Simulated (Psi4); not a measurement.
# WCl4O (SMILES O=[W](Cl)(Cl)(Cl)Cl): B3LYP/def2-SVP (core potential)

What is the energy change on altering one bond length of WCl4O at B3LYP/def2-SVP (core potential)? 

The calculation is run with Psi4 1.11.

## Step 1: Starting point

WCl4O has 6 atoms, charge 0, and is taken as a singlet. SMILES: `O=[W](Cl)(Cl)(Cl)Cl`. The shape is that of a PBE0-D4/def2-TZVP optimisation.

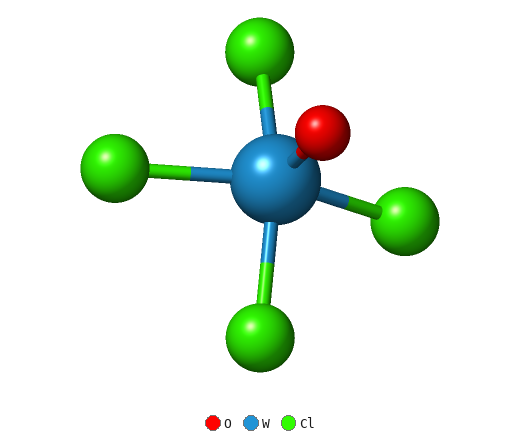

Viewed from a chosen angle; oxygen red, tungsten blue, chlorine green.

## Step 2: A single-point energy at B3LYP/def2-SVP (core potential)

File job.json:

```json
{
 "schema_name": "qcschema_input",
 "schema_version": 1,
 "molecule": {
  "schema_name": "qcschema_molecule",
  "schema_version": 2,
  "symbols": ["O", "W", "Cl", "Cl", "Cl", "Cl"],
  "geometry": [-0.01899175, -3.301635, 0.35245282, -0.00096376, -0.16831791, 0.0179713, 3.61935465, 1.07321326, 2.02633443, -3.6093958, 0.66234901, -2.21160318, 2.13384095, 0.47139218, -3.68543837, -2.12386319, 1.26301735, 3.50028301],
  "molecular_charge": 0,
  "molecular_multiplicity": 1,
  "fix_symmetry": "c1"
 },
 "driver": "energy",
 "model": {
  "method": "b3lyp",
  "basis": "def2-SVP"
 },
 "keywords": {
  "reference": "rks",
  "puream": true,
  "e_convergence": 1e-09,
  "d_convergence": 1e-08,
  "scf_type": "pk",
  "dft_radial_points": 99,
  "dft_spherical_points": 590
 }
}
```

The run is started by

```console
$ psi4 --qcschema job.json -n 1 --memory 2200MB
```

stdout:

```text
[...]
    !!!  WARNING: ECP capability is in beta. Please check occupations closely.  !!!
[...]
  Running in c1 symmetry.
[...]
  Nuclear repulsion =  611.276188651592065
[...]
  Multiplicity = 1
[...]
  Nalpha       = 45
  Nbeta        = 45
[...]
    Number of basis functions: 118
[...]
   @RKS iter   1: -1982.06010372993069    1.25767e-01   1.04519e-02 DIIS/ADIIS
[...]
   @RKS iter  14: -1982.78597268144927   -1.04592e-11   9.13413e-09 DIIS
[...]
    Orbital Energies [Eh]
    ---------------------
    Doubly Occupied:
       1A   -101.531934     2A   -101.531919     3A   -101.531905
       4A   -101.531898     5A    -19.230422     6A     -9.487559
       7A     -9.487545     8A     -9.487542     9A     -9.487539
      10A     -7.252631    11A     -7.252605    12A     -7.252599
      13A     -7.252593    14A     -7.248356    15A     -7.248342
      16A     -7.248336    17A     -7.248331    18A     -7.248205
      19A     -7.248201    20A     -7.248199    21A     -7.248195
      22A     -3.138627    23A     -1.797413    24A     -1.778776
      25A     -1.778776    26A     -0.980303    27A     -0.862629
      28A     -0.839662    29A     -0.834792    30A     -0.834784
      31A     -0.479354    32A     -0.475545    33A     -0.475544
      34A     -0.461577    35A     -0.456975    36A     -0.441336
[...]
  @RKS Final Energy: -1982.78597268144927
   => Energetics <=
    Nuclear Repulsion Energy =            611.2761886515920651
    One-Electron Energy =               -3975.7015835008278373
    Two-Electron Energy =                1485.8514993836290614
    DFT Exchange-Correlation Energy =    -104.2120772158423279
    Empirical Dispersion Energy =           0.0000000000000000
    VV10 Nonlocal Energy =                  0.0000000000000000
    Total Energy =                      -1982.7859726814492660
[...]
 Multipole Moments:
 ------------------------------------------------------------------------------------
     Multipole            Electronic (a.u.)      Nuclear  (a.u.)        Total (a.u.)
 ------------------------------------------------------------------------------------
 L = 1.  Multiply by 2.5417464519 to convert [e a0] to [Debye]
 Dipole X            :         -0.1147150            0.1162615            0.0015465
 Dipole Y            :        -20.0056379           20.2699372            0.2642994
 Dipole Z            :          2.1357386           -2.1639560           -0.0282174
 Magnitude           :                                                    0.2658059
[...]
```

The result, in JSON:

```text
{
 "driver": "energy",
 "model": {
  "method": "b3lyp",
  "basis": "def2-SVP"
 },
 "success": true,
 "return_result": -1982.7859726814493,
 "properties": {
  "calcinfo_nbasis": 118,
  "calcinfo_nmo": 118,
  "calcinfo_nalpha": 45,
  "calcinfo_nbeta": 45,
  "calcinfo_natom": 6,
  "nuclear_repulsion_energy": 611.2761886515921,
  "return_energy": -1982.7859726814493,
  "scf_one_electron_energy": -3975.701583500828,
  "scf_two_electron_energy": 1485.851499383629,
  "scf_xc_energy": -104.21207721584233,
  "scf_dipole_moment": [0.0015465065246775822, 0.26429935678769567, -0.028217377489978546],
  "scf_total_energy": -1982.7859726814493,
  "scf_iterations": 14
 }
}
```

Run time: 29 s. Hardware: 1 thread of Intel Xeon Platinum 8259CL at 2.50GHz (Skylake/Cascade Lake), shared host; peak memory 0.68 GiB.

## Step 3: The distorted shape: energy and forces at B3LYP/def2-SVP (core potential)

File cl4ow.py:

```python
import psi4

psi4.set_memory('2200 MB')
psi4.set_num_threads(1)
psi4.set_output_file('output.dat', False)

molecule = psi4.geometry("""
0 1
O     -0.011481    -1.995905     0.213065
W     -0.000510    -0.089070     0.009510
Cl     1.915280     0.567920     1.072290
Cl    -1.910010     0.350500    -1.170330
Cl     1.129180     0.249450    -1.950250
Cl    -1.123900     0.668360     1.852270
symmetry c1
no_reorient
no_com
""")

psi4.set_options({
    'basis': 'def2-SVP',
    'reference': 'rks',
    'puream': True,
    'e_convergence': 1e-09,
    'd_convergence': 1e-08,
    'scf_type': 'pk',
    'dft_radial_points': 99,
    'dft_spherical_points': 590,
})

e_tot, wfn = psi4.gradient('b3lyp', return_wfn=True)
psi4.oeprop(wfn, 'LOWDIN_CHARGES', 'MAYER_INDICES', 'WIBERG_LOWDIN_INDICES')
print('gradient / Eh bohr^-1')
print(e_tot.np.round(6))
print(f'energy = {wfn.energy():.10f} Eh')
```

The run is started by

```console
$ python cl4ow.py
```

output.dat:

```text
[...]
    !!!  WARNING: ECP capability is in beta. Please check occupations closely.  !!!
[...]
  Running in c1 symmetry.
[...]
  Nuclear repulsion =  601.623361978275398
[...]
  Multiplicity = 1
[...]
  Nalpha       = 45
  Nbeta        = 45
[...]
    Number of basis functions: 118
[...]
   @RKS iter   1: -1981.77213543840844    2.61351e-01   1.15231e-02 DIIS/ADIIS
[...]
   @RKS iter  15: -1982.74560130530085   -4.77485e-12   5.53333e-09 DIIS
[...]
    Orbital Energies [Eh]
    ---------------------
    Doubly Occupied:
       1A   -101.541575     2A   -101.541559     3A   -101.541546
       4A   -101.541539     5A    -19.208955     6A     -9.496882
       7A     -9.496869     8A     -9.496866     9A     -9.496862
      10A     -7.261927    11A     -7.261902    12A     -7.261895
      13A     -7.261888    14A     -7.257772    15A     -7.257769
      16A     -7.257765    17A     -7.257762    18A     -7.257523
      19A     -7.257509    20A     -7.257503    21A     -7.257498
      22A     -3.144377    23A     -1.785691    24A     -1.785690
      25A     -1.779005    26A     -0.927173    27A     -0.869817
      28A     -0.847118    29A     -0.842206    30A     -0.842197
      31A     -0.471818    32A     -0.468245    33A     -0.447527
      34A     -0.436931    35A     -0.436924    36A     -0.425541
[...]
  @RKS Final Energy: -1982.74560130530085
   => Energetics <=
    Nuclear Repulsion Energy =            601.6233619782753976
    One-Electron Energy =               -3956.3217809491507069
    Two-Electron Energy =                1476.0514441525667735
    DFT Exchange-Correlation Energy =    -104.0986264869921598
    Empirical Dispersion Energy =           0.0000000000000000
    VV10 Nonlocal Energy =                  0.0000000000000000
    Total Energy =                      -1982.7456013053008519
[...]
 Multipole Moments:
 ------------------------------------------------------------------------------------
     Multipole            Electronic (a.u.)      Nuclear  (a.u.)        Total (a.u.)
 ------------------------------------------------------------------------------------
 L = 1.  Multiply by 2.5417464519 to convert [e a0] to [Debye]
 Dipole X            :         -0.1476200            0.1518622            0.0042421
 Dipole Y            :        -25.7269472           26.4593594            0.7324122
 Dipole Z            :          2.7463503           -2.8245358           -0.0781856
 Magnitude           :                                                    0.7365858
[...]
  -Total Gradient:
     Atom            X                  Y                   Z
    ------   -----------------  -----------------  -----------------
       1       -0.000856644659    -0.148845427457     0.015888620559
       2        0.000924266028     0.160092595249    -0.017088530412
       3       -0.006593019943    -0.003184556686    -0.003556672642
       4        0.006557638421    -0.002436574624     0.004155581972
       5       -0.003890034280    -0.002089603552     0.006835925109
       6        0.003857841760    -0.003529076323    -0.006235713040
[...]
```

The script printed:

```text
gradient / Eh bohr^-1
[[-0.000857 -0.148845  0.015889]
 [ 0.000924  0.160093 -0.017089]
 [-0.006593 -0.003185 -0.003557]
 [ 0.006558 -0.002437  0.004156]
 [-0.00389  -0.00209   0.006836]
 [ 0.003858 -0.003529 -0.006236]]
energy = -1982.7456013053 Eh
```

It took 50 s on 1 thread of Intel Xeon Platinum 8259CL at 2.50GHz (Skylake/Cascade Lake), shared host; peak memory 0.69 GiB.

## Step 4: Results

At B3LYP/def2-SVP (core potential):

```
                                                         quantity           value
                                        first shape: total energy  -1982.78597 Eh
                                       first shape: dipole moment          0.68 D
                                         first shape: HOMO energy        -8.62 eV
                                         first shape: LUMO energy        -5.09 eV
                                       first shape: HOMO–LUMO gap         3.53 eV
                                    distorted shape: total energy  -1982.74560 Eh
                                   distorted shape: dipole moment          1.87 D
                                     distorted shape: HOMO energy        -8.82 eV
                                     distorted shape: LUMO energy        -5.24 eV
                                   distorted shape: HOMO–LUMO gap         3.58 eV
                        distorted shape: largest force on an atom      8.279 eV/Å
energy change with the O1–W2 bond stretched from 1.668 to 1.918 Å        1.099 eV
```

**Reading.** With the O1–W2 bond stretched from 1.668 to 1.918 Å the energy rises by 1.10 eV (25 kcal/mol). The first shape isn't relaxed at this level, so the change isn't measured from a minimum.
